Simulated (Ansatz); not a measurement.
# AlGeH+ (quartet): from Hartree-Fock to the top rungs, cc-pVDZ

How much of the correlation energy of AlGeH+ (quartet) does each wave-function method recover here?

Method: cc-pVDZ, core rule «outside noble gas», up to 19 orbitals frozen; program: Ansatz 0.2.0, Gaussian basis.

The runs, in order: UHF; CCSD(T) on ROHF; CCSD(T) on UHF; BCCD(T) on ROHF; CISD; CCSDT(Q) on ROHF; CCSDT(Q) on UHF; CASSCF and MRCISD+Q, 7 electrons in 9 orbitals; CASSCF and NEVPT2, 7 electrons in 9 orbitals.

24 further runs of the same task are left out: 2 for a known fault of the program, 8 that didn't finish, 14 set aside as unsound or not needed.

### Step 1. The system

The geometry is a PBE0/def2-TZVP stationary point (not a proven minimum) of the parent state, kept for this charge and spin. No spin-orbit coupling is included. The filled d shell of Ge may be among the frozen orbitals whatever the setting's name suggests; the logs give the count.

3 atoms, charge 1, spin multiplicity 4.

Atoms are counted from 1 here; the program's logs count them from 0.

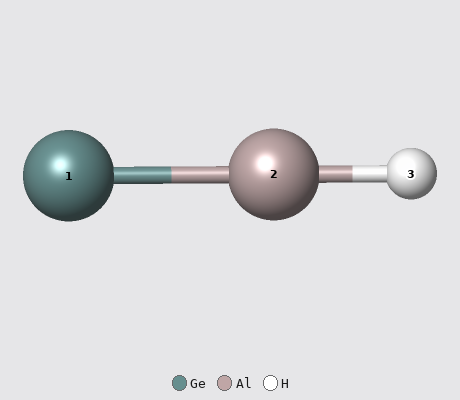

The structure; germanium teal, aluminium light grey, hydrogen white; atoms are numbered from 1 in the order of the file.

### Step 2. UHF

Input file in.yaml:

```yaml
crystal:
  periodic: [false, false, false]
  atoms:
    - {symbol: Ge, position_ang: [0.000000, 0.000000, 2.125993]}
    - {symbol: Al, position_ang: [0.000000, 0.000000, -0.262451]}
    - {symbol: H, position_ang: [0.000000, 0.000000, -1.863543]}
basis:
  gaussian: {orbitals: cc-pVDZ}
total_charge: 1
magnetization: {spin_polarized: true, initial_magnetization: 3}
hamiltonian: {xc: hf}
output: {orbitals: {seedname: orbitals}}
```

Started as:

```bash
$ ansatz run in.yaml --threads 1 --pin off --events-out ev --progress --plain --max-ram 2393MiB
```

The runs that follow: CCSD(T) on ROHF; CCSD(T) on UHF; BCCD(T) on ROHF; CISD; CCSDT(Q) on ROHF; CCSDT(Q) on UHF; CASSCF and MRCISD+Q, 7 electrons in 9 orbitals; CASSCF and NEVPT2, 7 electrons in 9 orbitals.

Q: Predict the results of all the runs planned. Wanted: UCCSDT(Q) below the RHF energy; RMP2 from UCCSDT(Q); UMP2 from UCCSDT(Q); RCCSD from UCCSDT(Q); RCCSD(T) from UCCSDT(Q); UCCSD(T) from UCCSDT(Q); RCCSDT(Q) from UCCSDT(Q); NEVPT2 valence from UCCSDT(Q); MRCISD+Q valence from UCCSDT(Q).

As calculated:

```
                         quantity                                                  value
   UCCSDT(Q) below the RHF energy                                             -3.2589 eV
              RMP2 from UCCSDT(Q)                                           +83.0 kJ/mol
              UMP2 from UCCSDT(Q)                                           +83.3 kJ/mol
             RCCSD from UCCSDT(Q)                                           +16.2 kJ/mol
          RCCSD(T) from UCCSDT(Q)                                            +5.4 kJ/mol
          UCCSD(T) from UCCSDT(Q)                                            +4.1 kJ/mol
         RCCSDT(Q) from UCCSDT(Q)                                            +1.3 kJ/mol
    NEVPT2 valence from UCCSDT(Q)                                           +48.9 kJ/mol
  MRCISD+Q valence from UCCSDT(Q)                                            +1.9 kJ/mol
levels within 1 kcal/mol (43 meV)  UCCSD(T), RCCSDT, UCCSDT, RCCSDT(Q), MRCISD+Q valence
                    T1 diagnostic                                                  0.038
   effectively unpaired electrons                                                   3.03
```

RCCSD(T) lands +5.4 kJ/mol from the yardstick (1.7 % of the correlation energy). One determinant dominates. Of the multireference levels listed MRCISD+Q valence comes nearest in total energy (+1.9 kJ/mol), which doesn't show that its space is the better one. These misses are within one basis, not against nature; the frozen cores of restricted and unrestricted runs differ, which can shift their rows.
